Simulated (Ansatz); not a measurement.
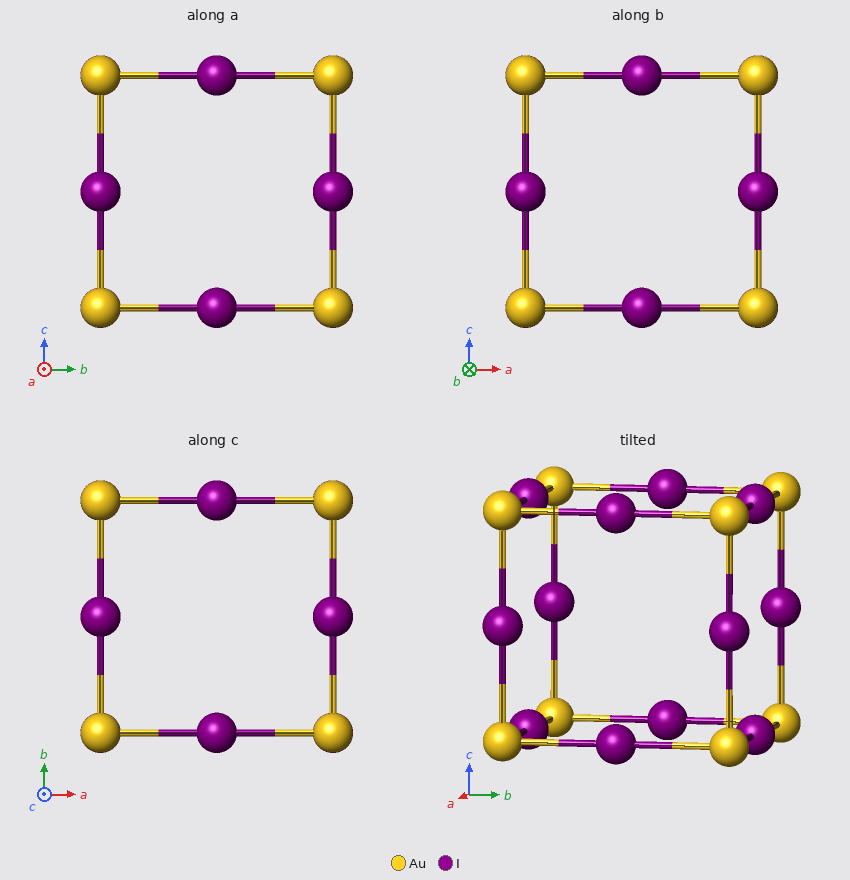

This ball-and-stick model is shown along the a axis, along the b axis, along the c axis and slightly off an axis. Lines trace the edges of the conventional unit cell.

Lattice parameters: a = 5.6930 Å, b = 5.6930 Å, c = 5.6930 Å, α = 90.000°, β = 90.000°, γ = 90.000°.

**Write down what is shown as a CIF with its space group and independent sites.**

```cif
data_structure
_symmetry_space_group_name_H-M 'P m -3 m'
_symmetry_Int_Tables_number 221
_cell_length_a 5.6930
_cell_length_b 5.6930
_cell_length_c 5.6930
_cell_angle_alpha 90.000
_cell_angle_beta 90.000
_cell_angle_gamma 90.000
_cell_volume 184.51
loop_
_atom_site_label
_atom_site_type_symbol
_atom_site_symmetry_multiplicity
_atom_site_Wyckoff_symbol
_atom_site_fract_x
_atom_site_fract_y
_atom_site_fract_z
_atom_site_occupancy
Au1 Au 1 a 0.0000 0.0000 0.0000 1
I1 I 3 d 0.5000 0.0000 0.0000 1
```

It derives from a structure type filled with these elements by a generator (whether the compound takes this form wasn't checked). Earlier steps of the study, as a rule a relaxation of our own, may have changed the cell and positions, so they can lie some per cent off the listed ones. A calculation with Ansatz used it as input.
